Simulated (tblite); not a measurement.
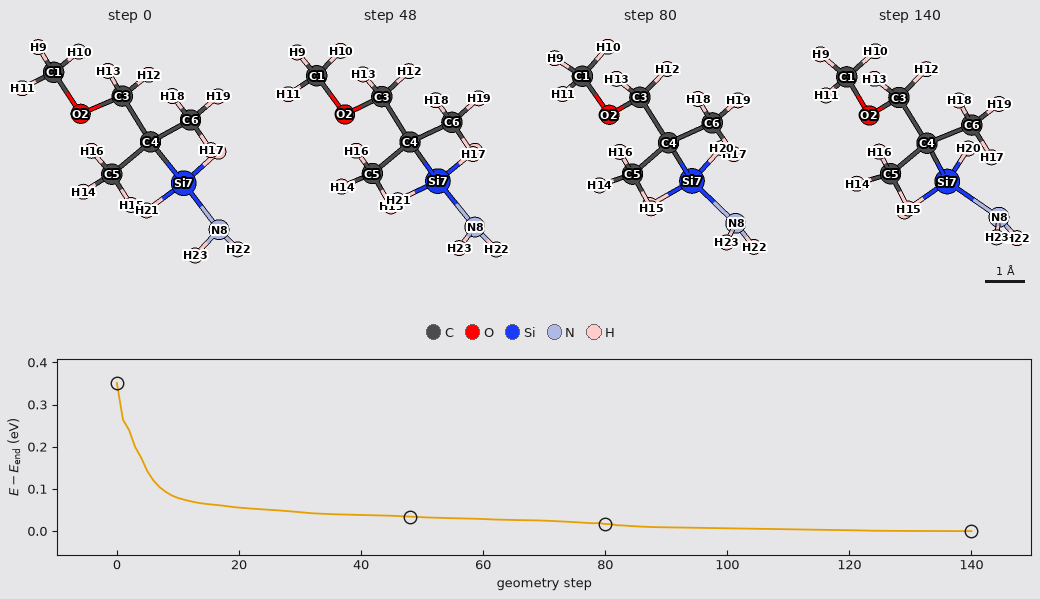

Frames of a relaxation of C5H15NOSi, marked on the history of the run. A ball-and-stick model, seen from a free direction.

Level of theory: tblite, GFN2-xTB geometry optimisation, gas phase. 

Describe the path.

The largest move after the best rigid fit is that of H20, 0.85 Å. By element the largest moves are H 0.85 Å, C 0.44 Å, Si 0.44 Å, N 0.42 Å, O 0.24 Å. Among the contacts that change: O2–Si7 3.268 → 2.690 Å, C3–C4 1.561 → 1.523 Å, C4–C5 1.562 → 1.527 Å, C1–O2 1.434 → 1.400 Å. Among the angles between lasting bonds that change: Si7–N8–H23 109.1° → 119.1°, N8–Si7–H21 105.0° → 114.5°, Si7–N8–H22 108.9° → 117.5°. Groups turn about C3–C4 by about 25°. After 140 geometry steps the energy has fallen by 0.351 eV. The run took 0.91 s on 1 thread of Intel(R) Xeon(R) 6975P-C (shared host). From step 0 to 48: H21 moves most (0.37 Å), energy −0.317 eV. From step 48 to 80: H11 moves most (0.49 Å), energy −0.017 eV. From step 80 to 140: H20 moves most (0.37 Å), energy −0.017 eV.

```
step  E − E(0), eV
   0        0.0000
   1       -0.0870
   2       -0.1117
   3       -0.1520
   4       -0.1777
   5       -0.2095
   6       -0.2315
   7       -0.2472
   8       -0.2582
   9       -0.2670
  10       -0.2727
  17       -0.2904
  24       -0.3000
  31       -0.3080
  37       -0.3120
  44       -0.3145
  51       -0.3191
  58       -0.3217
  65       -0.3251
  72       -0.3278
  78       -0.3329
  85       -0.3400
  92       -0.3430
  99       -0.3444
 106       -0.3463
 113       -0.3478
 119       -0.3490
 126       -0.3508
 133       -0.3513
 140       -0.3514
```
